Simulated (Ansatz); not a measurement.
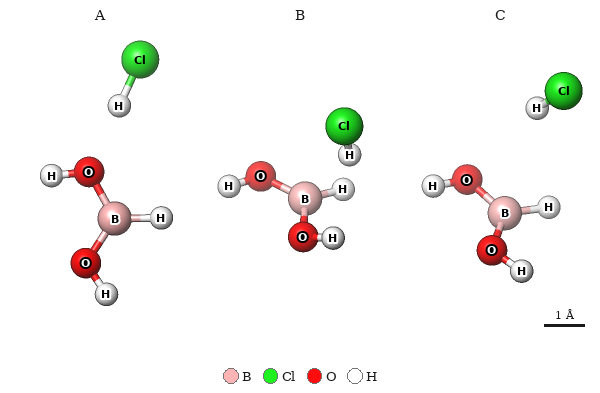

3 geometries from one relaxation of BH4O2Cl (started from a transition state, displaced along its imaginary mode), in shuffled order. The picture is a ball-and-stick view, seen from a free direction.

Theory: Ansatz 0.2.0, RKS PBE0-D4/def2-TZVP. Set-up: force threshold 0.005 eV/Å; at most 200 steps.

> Put them in the order of the run, from the start to the converged end.

B, C, A. They are steps 0, 17, 43, at +95.1 kJ/mol, +13.9 kJ/mol relative to the last. The largest move after the best rigid fit is that of the Cl atom, 2.08 Å. Largest moves by element: Cl 2.08 Å, H 1.89 Å, O 1.12 Å, B 0.72 Å. Among the contacts that change: B–Cl 2.514 → 4.123 Å, B–H 1.624 → 2.891 Å, B–O 1.400 → 1.356 Å, B–H 1.167 → 1.195 Å. Bond angles that change, for instance: O–B–H 114.6° → 118.1°, O–B–O 121.9° → 118.4°. Groups turn about B–O by about 35°. Over 37 accepted moves (43 points after the start) the energy falls by 95.1 kJ/mol. The largest force component goes from 2.6 to 0.0024 eV/Å. The line search rejected the trial steps at points 6, 7, 10, 21, 27, 29 of the run.
